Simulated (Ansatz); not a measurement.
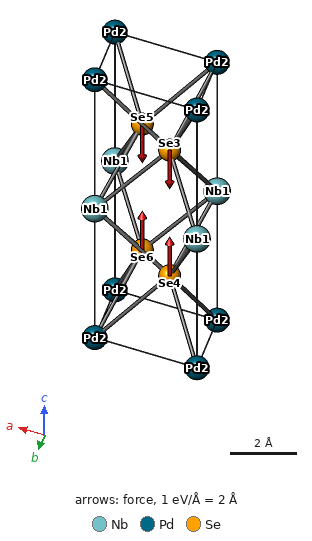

Starting geometry of a crystal of NbPdSe4 (a generated structure, set up in P6/mmm) (coarse preliminary run) with the computed forces as red arrows. The picture is a ball-and-stick view of the cell of the calculation, seen from a free direction.

Computed with Ansatz, DFT PBE, scalar-relativistic, plane waves, PAW. Settings: plane-wave cutoff 420 eV; k-point mesh 6 × 6 × 2; occupations gaussian; smearing width 0.1 eV; no spin polarisation; cell and atoms relaxed; force threshold 0.04 eV/Å; at most 70 steps.

Question: Is this structure relaxed? If not, where do the atoms go?

Answer: It isn't relaxed: the largest force vector, on Se atoms, is 0.65 eV/Å. The atoms end up moving mostly along the starting forces (cosine between the two patterns 1.00). After 11 accepted moves (15 points after the start) the energy has fallen by 1022 meV per atom. Largest force component: 0.65 eV/Å at the start, 0.0021 eV/Å at the end. The pressure goes from 15.70 to 0.27 GPa. The line search rejected the trial steps at points 8, 10 of the run. The SCF was repeated twice at an unchanged geometry on a basis and grid sized afresh for the cell, which shifted the energy by 14.1 meV per atom at most. The largest moves relative to the cell, 0.080 Å, are those of Se3, Se4, Se5 and Se6. Se4 goes along +c. Pd and Nb stay in place. The volume changes by −4.3 %, with a = b 4.019 → 4.812 Å (+19.7 %), c 8.492 → 5.672 Å (−33.2 %). Among the contacts that change: Se3–Se4 4.141 → 2.606 Å, Nb1–Pd2 4.246 → 2.836 Å, Se3–Se4 (another image) 4.351 → 3.066 Å, Se3–Se5 2.321 → 2.778 Å. The space group stays P6/mmm (No. 191).

Limits of the set-up: the k-point mesh is coarse for a cell with partly filled bands.
